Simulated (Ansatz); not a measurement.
The cell below is W (Im-3m, No. 229). Origin of the cell: the geometry relaxed with DFT, PAW plane waves, r2scan (Ansatz 0.2.0).

```
W
1.0
     3.16891    0.00000    0.00000
     0.00000    3.16891    0.00000
     0.00000    0.00000    3.16891
W
2
Direct
  0.00000 0.00000 0.00000
  0.50000 0.50000 0.50000
```

The atoms' radii are touching radii (half the shortest distance): W 1.37 Å.

Find the largest hole by geometry, and further ones that a grid search gives (radius above 0.15 Å; smaller ones may be missed, and maxima closer than 0.25 Å are merged).

Answer.
| hole | site | x, y, z | radius (Å) | nearest atoms | shape |
| --- | --- | --- | --- | --- | --- |
| V1 | 12d | 0.000, 0.250, 0.500 | 0.40 | 4 W | tetrahedral |

Nearest atoms are those whose sphere lies within 0.15 Å of the hole's sphere; in brackets, those within 0.5 Å. The largest sphere that fits anywhere has a diameter of 0.80 Å; the largest that can travel through the crystal, about 0.6 Å.

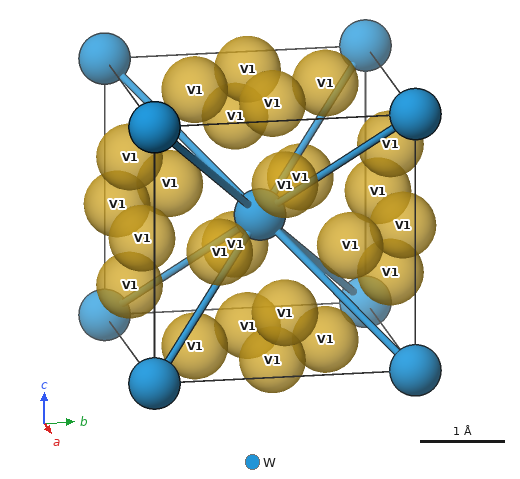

Translucent spheres (V1) fill the 1 hole listed first by a grid search for holes with a radius above 0.15 Å (the largest is sure; smaller ones may be missed, and maxima closer than 0.25 Å are merged) at their true size; atoms are drawn smaller than their model radii. View slightly off an axis.
